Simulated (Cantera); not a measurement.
Input: 1 mol Fe3O4, 170 mol H2, 0.045 mol H2O, held at 3.60 bar.

These are equilibrium values from Cantera (NASA tables, ideal gas, pure condensed phases), not measurements of a reactor. Candidate condensed phases: Fe, FeO, Fe(OH)2, Fe(OH)3, Fe2O3, Fe3O4, H2O; 12 gas species. Kinetics and transport are ignored.

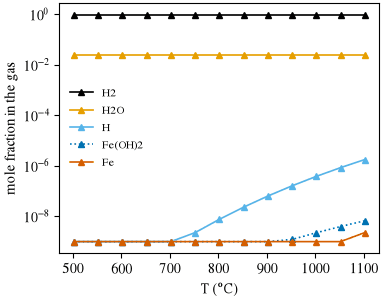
Equilibrium gas composition (values under 1e-9 drawn at 1e-9)

From 502 °C to 902 °C the condensed part is Fe(α). From 952 °C to 1102 °C the condensed part is Fe(γ).
